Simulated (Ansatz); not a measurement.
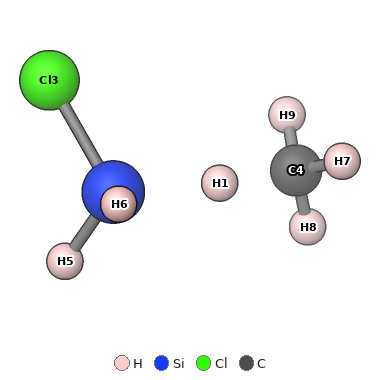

The system is the reacting system CH6ClSi (fragments ClH₃Si + CH₃ where the first distance is long, CH₄ + ClH₂Si where the second is long), spin multiplicity 2; the picture shows the reference structure. Coordinates scanned: (1) distance H1–C4 (bond that forms); (2) distance H1–Si2 (bond that breaks). Relaxed at each point: all other coordinates. The grid has 13 × 13 points. Points are written as (first, second). Energies: eV, counted from the lowest grid point. Energies and slopes of some neighbouring points disagree (a jump in structure or state, or too coarse a mesh). In part of the range the unrestricted reference is strongly spin-contaminated. Method: UHF/def2-SVP in Ansatz.

Its coordinates:

```xyz
9

H    -0.0297    0.0780    0.3275
Si    0.7777    0.0483   -1.3656
Cl   -0.3513   -1.2125   -2.5796
C    -0.7206    0.0475    1.5350
H     0.7705    1.3977   -1.9704
H     2.1593   -0.4761   -1.3129
H    -0.1090   -0.5420    2.2130
H    -0.8246    1.0830    1.8485
H    -1.6722   -0.4239    1.3043
```

Range: distance H1–C4 (bond that forms) from 0.963 to 2.463 Å; distance H1–Si2 (bond that breaks) from 1.278 to 2.778 Å.

Q: Predict the map.

A: The lowest grid point is at (1.123 Å, 2.778 Å). It lies in a valley that leaves the map towards separated partners. The energy also falls towards the edge at (2.463 Å, 1.438 Å) (0.43 eV above the lowest), where a further well may lie outside the range. The highest grid point, (0.963 Å, 1.278 Å), lies 4.27 eV above the lowest.

```
second ↓, first →  0.963  1.030  1.123  1.228  1.343  1.465  1.594  1.728  1.867  2.010  2.157  2.308  2.463
            2.778   0.35   0.05   0.00   0.30   0.76   1.30   1.95   2.49   2.85   3.08   3.22   3.30   3.36
            2.623   0.40   0.10   0.04   0.35   0.80   1.35   1.96   2.44   2.78   2.99   3.12   3.20   3.25
            2.472   0.46   0.16   0.10   0.41   0.85   1.39   1.93   2.37   2.66   2.85   2.97   3.04   3.08
            2.325   0.55   0.25   0.18   0.49   0.90   1.40   1.88   2.25   2.50   2.65   2.75   2.80   2.83
            2.182   0.68   0.37   0.30   0.60   0.96   1.40   1.80   2.09   2.27   2.37   2.43   2.45   2.46
            2.043   0.86   0.54   0.45   0.73   1.03   1.37   1.67   1.86   1.97   2.01   2.01   2.00   1.98
            1.909   1.09   0.76   0.65   0.88   1.09   1.33   1.50   1.59   1.61   1.59   1.56   1.52   1.49
            1.780   1.40   1.05   0.91   1.08   1.18   1.28   1.33   1.31   1.26   1.19   1.13   1.08   1.03
            1.658   1.79   1.41   1.23   1.26   1.30   1.26   1.19   1.09   0.97   0.87   0.79   0.72   0.68
            1.543   2.28   1.88   1.66   1.61   1.51   1.33   1.15   0.98   0.82   0.69   0.59   0.51   0.46
            1.438   2.88   2.47   2.20   2.07   1.84   1.56   1.28   1.04   0.84   0.69   0.57   0.49   0.43
            1.345   3.60   3.17   2.87   2.67   2.35   1.96   1.61   1.31   1.08   0.90   0.78   0.68   0.62
            1.278   4.27   3.83   3.51   3.26   2.89   2.42   2.02   1.69   1.43   1.24   1.10   1.00   0.94
```

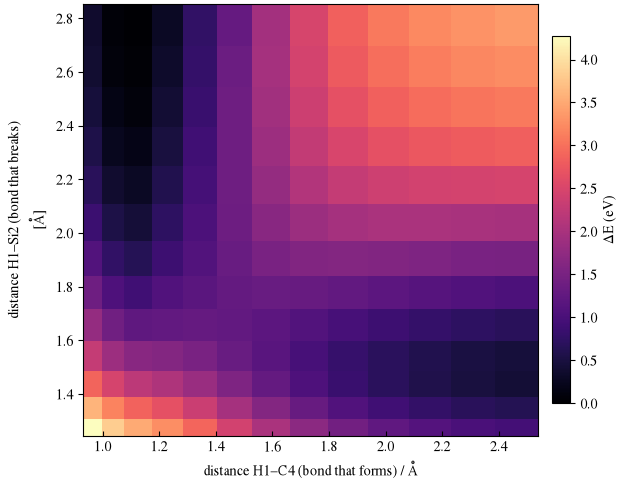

Drawn: one coloured cell a grid point.

Time for the 169 points that were run: 31 min on 1 thread of Arm Neoverse V1, with other jobs on the host.
